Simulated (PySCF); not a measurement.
**One shape, several levels: C4H4 (SMILES C#CC=C)**

We compute a comparison of 6 runs (HF/STO-3G, HF/3-21G, B3LYP/6-31G*, B2PLYP/cc-pVDZ, wB97M-V/cc-pVDZ, SCS-MP2/cc-pVDZ) of C4H4. 

The results are computed with PySCF 2.14.0.

1 further run of the same task is left out (set aside as unsound or not needed).

### 1 Starting point

C4H4 has 8 atoms, charge 0, and is taken as a singlet. As SMILES, `C#CC=C`. The coordinates come from a PBE0-D4/def2-TZVP relaxation.

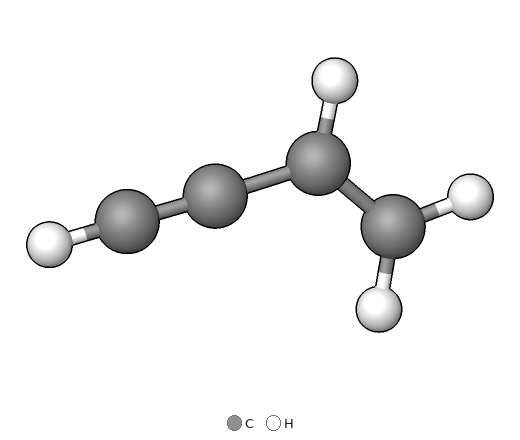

The structure, seen from a chosen angle (carbon grey, hydrogen white).

### 2 A single-point energy at HF/STO-3G (run 1)

Contents of calc.py:

```python
# C#CC=C
from pyscf import gto, scf

mol = gto.M(
    atom=[
    ('C', (-1.091410, 1.580200, -0.894340)),
    ('C', (-0.344360, 0.836000, -0.315100)),
    ('C', (0.557310, -0.009980, 0.378930)),
    ('C', (0.447630, -1.336260, 0.433930)),
    ('H', (-1.757270, 2.231190, -1.409380)),
    ('H', (1.379720, 0.485740, 0.888310)),
    ('H', (1.169620, -1.929270, 0.981270)),
    ('H', (-0.361240, -1.857610, -0.063610)),
],
    verbose=3,
    max_memory=1860,
    basis='sto-3g',
    spin=0,
    charge=0,
)

myscf = scf.RHF(mol)
myscf.conv_tol = 1e-10
myscf.kernel()
if not myscf.converged:
    myscf = myscf.newton().run(myscf.mo_coeff, myscf.mo_occ)

etot = myscf.e_tot
print('E = %.10f Eh' % etot)
```

Started as:

```console
$ OMP_NUM_THREADS=1 python calc.py
```

What it wrote:

```text
converged SCF energy = -151.80204418404
E = -151.8020441840 Eh
```

It took 0.54 s on 1 thread of Arm Neoverse V2, shared host; peak memory 0.1 GiB.

### 3 A single-point energy at HF/3-21G (run 2)

Contents of input.py:

```python
from pyscf import gto, scf

system = gto.M(
    atom='''
C       -1.091410       1.580200      -0.894340
C       -0.344360       0.836000      -0.315100
C        0.557310      -0.009980       0.378930
C        0.447630      -1.336260       0.433930
H       -1.757270       2.231190      -1.409380
H        1.379720       0.485740       0.888310
H        1.169620      -1.929270       0.981270
H       -0.361240      -1.857610      -0.063610
''',
    basis='3-21g',
    verbose=3,
    max_memory=1860,
    charge=0,
)

hf = scf.RHF(system)
hf.conv_tol = 1e-10
hf.kernel()
if not hf.converged:
    hf = hf.newton().run(hf.mo_coeff, hf.mo_occ)

e_final = hf.e_tot
print(f'total energy: {e_final:.8f} hartree')
```

Started as:

```console
$ OMP_NUM_THREADS=1 python input.py
```

What it wrote:

```text
converged SCF energy = -152.855105328189
total energy: -152.85510533 hartree
```

It took 0.6 s on 1 thread of Arm Neoverse V2, shared host; peak memory 0.1 GiB.

### 4 A single-point energy at B3LYP/6-31G(d) (spherical functions) (run 3)

Contents of input.py:

```python
from pyscf import gto, dft

mol = gto.M(
    atom=[
    ('C', (-1.091410, 1.580200, -0.894340)),
    ('C', (-0.344360, 0.836000, -0.315100)),
    ('C', (0.557310, -0.009980, 0.378930)),
    ('C', (0.447630, -1.336260, 0.433930)),
    ('H', (-1.757270, 2.231190, -1.409380)),
    ('H', (1.379720, 0.485740, 0.888310)),
    ('H', (1.169620, -1.929270, 0.981270)),
    ('H', (-0.361240, -1.857610, -0.063610)),
],
    verbose=3,
    basis='6-31g*',
    max_memory=1860,
    charge=0,
)

mf = dft.RKS(mol, xc='b3lyp')
mf.grids.level = 5
mf.conv_tol = 1e-10
mf.kernel()
if not mf.converged:
    mf = mf.newton().run(mf.mo_coeff, mf.mo_occ)

energy = mf.e_tot
print(f'total energy: {energy:.8f} hartree')
```

Started as:

```console
$ OMP_NUM_THREADS=1 python input.py
```

What it wrote:

```text
converged SCF energy = -154.730019536248
total energy: -154.73001954 hartree
```

It took 11 s on 1 thread of Arm Neoverse V2, shared host; peak memory 0.33 GiB.

Runs 4 to 5 aren't shown in full; the table further down has their settings and results.

### 5 A single-point energy at SCS-MP2/cc-pVDZ (run 6)

Contents of job.py:

```python
from pyscf import gto, mp

mol = gto.M(
    atom=[
    ('C', (-1.091410, 1.580200, -0.894340)),
    ('C', (-0.344360, 0.836000, -0.315100)),
    ('C', (0.557310, -0.009980, 0.378930)),
    ('C', (0.447630, -1.336260, 0.433930)),
    ('H', (-1.757270, 2.231190, -1.409380)),
    ('H', (1.379720, 0.485740, 0.888310)),
    ('H', (1.169620, -1.929270, 0.981270)),
    ('H', (-0.361240, -1.857610, -0.063610)),
],
    max_memory=1860,
    basis='cc-pvdz',
    charge=0,
    verbose=3,
)

calc0 = mol.RHF()
calc0.conv_tol = 1e-10
calc0.kernel()
if not calc0.converged:
    calc0 = calc0.newton().run(calc0.mo_coeff, calc0.mo_occ)

pt = mp.MP2(calc0, frozen=4).run()
e_final = calc0.e_tot + 1.2 * pt.e_corr_os + pt.e_corr_ss / 3
print('E(%s) = %.9f' % ('SCS-MP2', e_final))
```

Started as:

```console
$ OMP_NUM_THREADS=1 python job.py
```

What it wrote:

```text
converged SCF energy = -153.721194092258
E(RMP2) = -154.234004961354  E_corr = -0.512810869095489
E(SCS-RMP2) = -154.226743143528  E_corr = -0.505549051269791
E(SCS-MP2) = -154.226743144
```

Run time: 1.4 s. Hardware: 1 thread of Arm Neoverse V2, shared host; peak memory 0.17 GiB.

### 6 The series

| run | level | integration grid | frozen core orbitals | energy (Eh) | dipole moment (D) of the reference | HOMO energy (eV) | LUMO energy (eV) | wall time |
| --- | --- | --- | --- | --- | --- | --- | --- | --- |
| 1 | HF/STO-3G | – | – | -151.802044 | 0.31 | -7.67 | 6.91 | 0.54 s |
| 2 | HF/3-21G | – | – | -152.855105 | 0.47 | -9.31 | 3.40 | 0.6 s |
| 3 | B3LYP/6-31G* (spherical functions) | 5 | – | -154.730020 | 0.32 | -6.58 | -0.65 | 11 s |
| 4 | B2PLYP/cc-pVDZ | 5 | 4 | -154.568485 | 0.42 | -7.84 | 0.76 | 14 s |
| 5 | wB97M-V/cc-pVDZ | 5 | – | -154.665483 | 0.39 | -9.17 | 1.45 | 72 s |
| 6 | SCS-MP2/cc-pVDZ | – | 4 | -154.226743 | 0.49 | -9.32 | 3.16 | 1.4 s |

### 7 What came out

```
                                          quantity          value
                               run 6: total energy  -154.22674 Eh
       run 6: dipole moment (Hartree–Fock density)         0.49 D
        run 6: HOMO energy (Hartree–Fock orbitals)       -9.32 eV
        run 6: LUMO energy (Hartree–Fock orbitals)        3.16 eV
      run 6: HOMO–LUMO gap (Hartree–Fock orbitals)       12.48 eV
run 6: correlation energy (4 core orbitals frozen)     -505.5 mEh
```

What this shows: Over runs 1, 2, 3, 4, 5 the dipole moment (its size) runs from 0.31 D (HF/STO-3G) to 0.47 D (HF/3-21G). Over runs 1, 2, 3, 4, 5 the HOMO–LUMO gap runs from 5.93 eV (B3LYP/6-31G*) to 14.58 eV (HF/STO-3G). The two ends differ in method and basis. Totals of different functionals can't be ranked against each other. In run 1 the basis is minimal, so the values are rough. All runs together took 99 s, the longest 72 s.
